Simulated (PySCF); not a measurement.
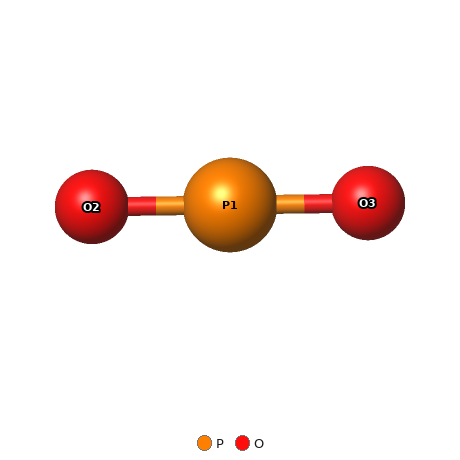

Rigid scan of PO₂⁺, singlet, from a minimum of the shape that electron-pair counting expects: all bonds to atom 1 scaled (atom 1 is the central atom). BP86/def2-TZVP with PySCF, restricted determinant, no spin-orbit coupling; energies counted from the minimum. Splines pass through the computed points.

What does it cost to go to either end of the scan?

286.3 kJ/mol at 0.88 and 628.7 kJ/mol at 1.35.

Give the computed values.

In kJ/mol:
```
scale of the bond length   BP86
                    0.88  286.3
                    0.92  111.4
                    0.96   24.5
                    1.00    0.0
                    1.04   19.1
                    1.08   67.8
                    1.14  174.6
                    1.22  346.1
                    1.35  628.7
```

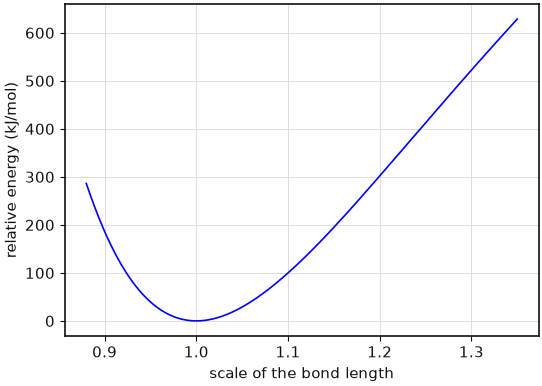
